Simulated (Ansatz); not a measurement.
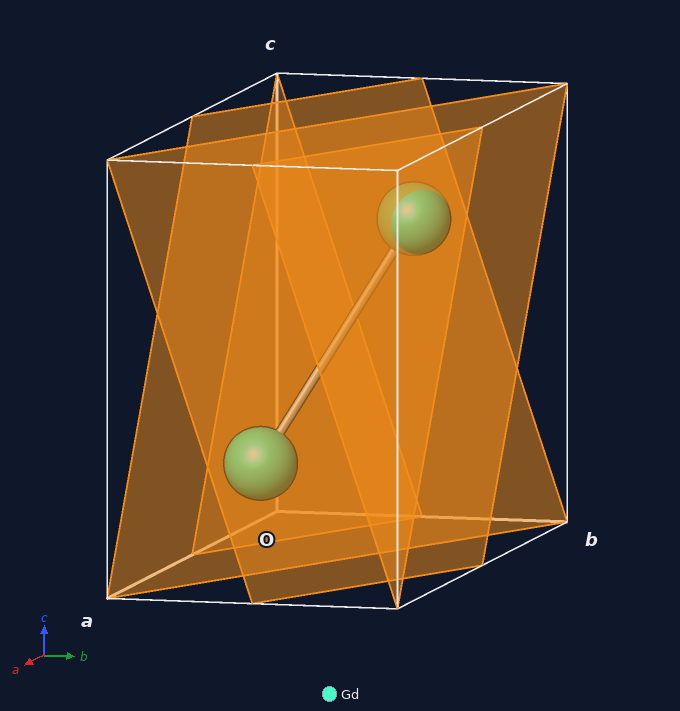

For Gd, the input geometry of an electronic-structure calculation (not necessarily at equilibrium): every member of one family of equally spaced planes, hx + ky + lz = a whole number, that cuts the unit cell is shaded (one member passes through the origin O, touching the cell only at an edge or corner). The drawing is computed from the coordinates (standard cell, symmetry found to 0.002 Å).

a = 3.673 Å, b = 3.673 Å, c = 5.935 Å, α = 90.00°, β = 90.00°, γ = 120.00°.

Index the planes.

(2 2 1), in four indices (2 2 −4 1); the opposite sign names the same planes. The member next to the origin meets the axes a at 1/2, b at 1/2, c at 1.

What is the spacing?

d = 0.908 Å.

Which atoms of the cell lie in these planes (within 0.03 Å)?

No atom.

The space group is P6₃/mmc, No. 194. How many reflections hkl are equivalent to this one (itself included), and does it occur?

12 reflections are equivalent in the Laue class 6/mmm. The reflection is systematically absent, by a glide plane.
